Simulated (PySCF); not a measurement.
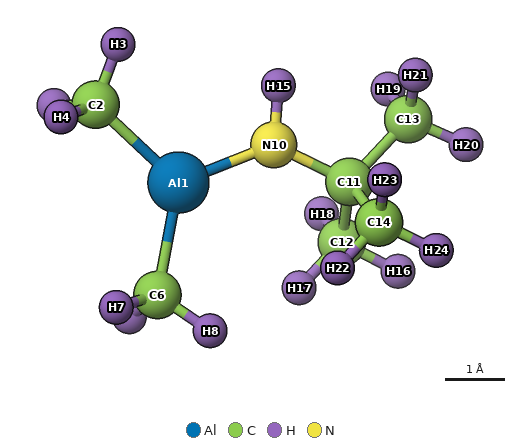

**Figure 1.** The input geometry of the first run (ball-and-stick view, seen at a tilt; atoms are numbered from 1 in the order of the input). Sticks mark near contacts.

## C6H16AlN: a changed input and its effect

System: C6H16AlN (AlMe2(NHtBu)).
Method of the first run: GIAO B3LYP/pcSseg-1 Al:pcSseg-2 NMR shielding, non-relativistic, gas phase (PySCF 2.14.0).

The geometry comes from this level: PBE0-D3(BJ)/def2-SVP. Text and figures count atoms from 1; the logs count them from 0 in places.

### The input, the first run
```
{"job": {"kind": "nmr", "xc": "B3LYP", "basis": {"default": "pcSseg-1", "Al": "pcSseg-2"}, "pop": false}, "charge": 0, "multiplicity": 1}
Al     1.081647     1.102840     0.673899
C      2.440549     1.268318     2.077299
H      2.440741     0.420898     2.781842
H      2.295487     2.190646     2.665052
H      3.454175     1.333914     1.645095
C      0.645380     2.596318    -0.519167
H      0.631744     3.550489     0.034126
H     -0.325704     2.491713    -1.028223
H      1.412755     2.705586    -1.305857
N      0.276469    -0.489755     0.545094
C     -0.760309    -1.019006    -0.340435
C     -0.353490    -0.808611    -1.803307
C     -0.920672    -2.516336    -0.077684
C     -2.097183    -0.313643    -0.075717
H      0.544366    -1.171566     1.249055
H     -1.120073    -1.194231    -2.493813
H     -0.214886     0.261712    -2.020421
H      0.596349    -1.324270    -2.011101
H      0.028862    -3.044321    -0.259721
H     -1.687806    -2.957192    -0.731952
H     -1.222210    -2.697450     0.967025
H     -2.005151     0.768386    -0.258668
H     -2.399842    -0.454617     0.972858
H     -2.898880    -0.700321    -0.725319
```

The first line tells a small driver script what to run in PySCF; the rest is the geometry in Å.

Launched with:
```bash
OMP_NUM_THREADS=2 python <driver script> task.json out
```

Hardware: 2 CPU threads, shared host.

### Output (the first run)
```
coarse grid: 19128 points
cycle   1  E = -535.2972160598  dE =  3.012e-01  |g| = 8.119e-01  |ddm| = 4.054e+00
cycle   2  E = -535.1371462199  dE =  1.601e-01  |g| = 1.134e+00  |ddm| = 1.580e+00
cycle   3  E = -535.4542773688  dE = -3.171e-01  |g| = 1.944e-01  |ddm| = 1.051e+00
cycle   4  E = -535.4627238830  dE = -8.447e-03  |g| = 3.019e-02  |ddm| = 1.681e-01
cycle   5  E = -535.4629250285  dE = -2.011e-04  |g| = 7.561e-03  |ddm| = 2.857e-02
cycle   6  E = -535.4629361019  dE = -1.107e-05  |g| = 2.962e-03  |ddm| = 8.631e-03
cycle   7  E = -535.4629379977  dE = -1.896e-06  |g| = 3.850e-04  |ddm| = 2.174e-03
final grid: 176088 points
cycle   8  E = -535.5235365054  dE = -5.970e-05  |g| = 8.249e-03  |ddm| = 4.325e-02
cycle   9  E = -535.5235247271  dE =  1.178e-05  |g| = 1.070e-02  |ddm| = 1.513e-02
cycle  10  E = -535.5235536061  dE = -2.888e-05  |g| = 1.046e-03  |ddm| = 9.057e-03
cycle  11  E = -535.5235538169  dE = -2.108e-07  |g| = 3.868e-04  |ddm| = 1.135e-03
cycle  12  E = -535.5235538489  dE = -3.205e-08  |g| = 7.616e-05  |ddm| = 3.225e-04
cycle  13  E = -535.5235538500  dE = -1.021e-09  |g| = 2.885e-05  |ddm| = 7.644e-05
cycle  14  E = -535.5235538501  dE = -1.701e-10  |g| = 4.470e-06  |ddm| = 2.040e-05
converged SCF energy = -535.5235538501

GIAO shielding tensors (ppm)
atom      isotropic    diamagn.    paramagn.     s11        s22        s33       span
  0 Al     315.876     801.289    -485.413    271.899    319.609    356.121     84.222
  1 C      192.407     250.865     -58.457    185.875    192.367    198.981     13.106
  2 H       32.122      31.319       0.803     27.271     30.467     38.629     11.358
  3 H       31.922      29.285       2.637     27.848     29.145     38.771     10.923
  4 H       31.851      29.581       2.269     28.029     28.933     38.590     10.561
  5 C      189.507     252.422     -62.915    182.960    190.787    194.775     11.815
  6 H       31.764      29.726       2.038     27.671     28.787     38.834     11.162
  7 H       31.622      33.132      -1.510     26.814     30.729     37.321     10.507
  8 H       31.645      30.705       0.941     28.088     28.914     37.934      9.845
  9 N      145.357     323.551    -178.194     73.825    145.710    216.536    142.711
 10 C      129.260     236.823    -107.563    111.844    124.570    151.367     39.523
 11 C      141.523     248.411    -106.889    118.150    130.914    175.504     57.354
 12 C      142.599     247.257    -104.658    118.577    129.423    179.796     61.220
 13 C      139.951     247.491    -107.540    115.879    128.696    175.279     59.400
 14 H       29.416      37.062      -7.646     23.362     31.349     33.535     10.173
 15 H       30.283      31.476      -1.193     26.690     27.769     36.389      9.700
 16 H       29.876      33.705      -3.830     25.805     29.919     33.903      8.098
 17 H       30.299      32.088      -1.789     27.606     28.492     34.799      7.193
 18 H       30.248      30.893      -0.645     27.374     28.107     35.262      7.888
 19 H       30.357      29.925       0.433     26.721     27.963     36.388      9.668
 20 H       30.335      30.908      -0.573     27.430     28.160     35.416      7.986
 21 H       29.939      32.874      -2.936     26.323     29.856     33.638      7.315
 22 H       30.192      31.557      -1.365     27.664     28.173     34.741      7.077
 23 H       30.201      31.132      -0.931     26.569     27.532     36.502      9.933
```

For the second run the input was changed thus:
```diff
-"xc": "B3LYP"
+"xc": "PBE0"
-"pop": false
```

How does the second run compare with the first run?

The total energies belong to different methods, so their difference says nothing on which is more stable or more accurate. The HOMO goes from −6.30 to −6.52 eV. The LUMO goes from 0.04 to 0.24 eV. The dipole moment goes from 0.67 to 0.63 D. Of all shieldings, the largest change is that of Al1, by +10.6 ppm. The functional changes from B3LYP to PBE0. The SCF takes 13 iterations against 14.

### Output (the second run)
```
coarse grid: 19128 points
cycle   1  E = -534.8367801368  dE =  3.166e-01  |g| = 7.063e-01  |ddm| = 4.025e+00
cycle   2  E = -534.7652912817  dE =  7.149e-02  |g| = 8.937e-01  |ddm| = 1.281e+00
cycle   3  E = -534.9590796419  dE = -1.938e-01  |g| = 1.380e-01  |ddm| = 7.949e-01
cycle   4  E = -534.9632345733  dE = -4.155e-03  |g| = 2.706e-02  |ddm| = 1.235e-01
cycle   5  E = -534.9634003318  dE = -1.658e-04  |g| = 4.983e-03  |ddm| = 2.366e-02
cycle   6  E = -534.9634051015  dE = -4.770e-06  |g| = 1.886e-03  |ddm| = 5.520e-03
final grid: 176088 points
cycle   7  E = -535.0097979981  dE = -6.650e-05  |g| = 1.155e-02  |ddm| = 4.725e-02
cycle   8  E = -535.0097797299  dE =  1.827e-05  |g| = 1.442e-02  |ddm| = 2.206e-02
cycle   9  E = -535.0098323081  dE = -5.258e-05  |g| = 1.259e-03  |ddm| = 1.262e-02
cycle  10  E = -535.0098326316  dE = -3.235e-07  |g| = 4.302e-04  |ddm| = 1.355e-03
cycle  11  E = -535.0098326710  dE = -3.946e-08  |g| = 9.683e-05  |ddm| = 3.756e-04
cycle  12  E = -535.0098326728  dE = -1.734e-09  |g| = 3.480e-05  |ddm| = 9.516e-05
cycle  13  E = -535.0098326730  dE = -2.519e-10  |g| = 4.011e-06  |ddm| = 2.539e-05
converged SCF energy = -535.0098326730

GIAO shielding tensors (ppm)
atom      isotropic    diamagn.    paramagn.     s11        s22        s33       span
  0 Al     326.457     801.281    -474.824    283.564    328.873    366.933     83.369
  1 C      197.016     251.996     -54.980    190.650    197.221    203.178     12.528
  2 H       31.981      31.123       0.858     26.918     30.221     38.804     11.886
  3 H       31.791      29.155       2.636     27.502     28.901     38.970     11.468
  4 H       31.722      29.430       2.291     27.673     28.685     38.808     11.135
  5 C      194.335     253.551     -59.216    188.219    195.693    199.093     10.874
  6 H       31.627      29.601       2.026     27.327     28.512     39.042     11.715
  7 H       31.489      32.838      -1.349     26.470     30.517     37.480     11.011
  8 H       31.517      30.521       0.996     27.788     28.601     38.163     10.375
  9 N      152.308     323.856    -171.548     82.647    153.481    220.795    138.148
 10 C      136.237     236.651    -100.414    118.959    131.375    158.377     39.418
 11 C      147.231     249.299    -102.068    124.379    136.932    180.382     56.003
 12 C      148.614     248.270     -99.655    125.204    136.001    184.639     59.435
 13 C      145.680     248.399    -102.719    122.073    134.834    180.131     58.059
 14 H       29.296      36.942      -7.645     22.987     31.187     33.715     10.728
 15 H       30.195      31.642      -1.447     26.430     27.589     36.567     10.138
 16 H       29.766      33.342      -3.576     25.503     29.741     34.054      8.551
 17 H       30.175      31.945      -1.771     27.385     28.202     34.937      7.552
 18 H       30.133      30.782      -0.649     27.046     27.927     35.424      8.378
 19 H       30.260      30.141       0.119     26.430     27.781     36.569     10.139
 20 H       30.223      30.847      -0.624     27.112     27.975     35.581      8.469
 21 H       29.839      32.522      -2.682     26.035     29.699     33.784      7.749
 22 H       30.066      31.453      -1.387     27.435     27.894     34.870      7.435
 23 H       30.122      31.309      -1.188     26.327     27.360     36.678     10.351
```

### The two runs side by side

```tsv
quantity	the first run	the second run
outcome	converged	converged
total energy (hartree)	−535.523554	−535.009833
HOMO (eV)	−6.30	−6.52
LUMO (eV)	0.04	0.24
dipole moment (D)	0.67	0.63
shielding of Al1 (ppm)	315.9	326.5
shielding of C6 (ppm)	189.5	194.3
shielding of N10 (ppm)	145.4	152.3
shielding of C11 (ppm)	129.3	136.2
shielding of C12 (ppm)	141.5	147.2
shielding of C13 (ppm)	142.6	148.6
shielding of C14 (ppm)	140.0	145.7
SCF iterations	14	13
basis functions	242	242
wall time (shared host)	44 s	60 s
```
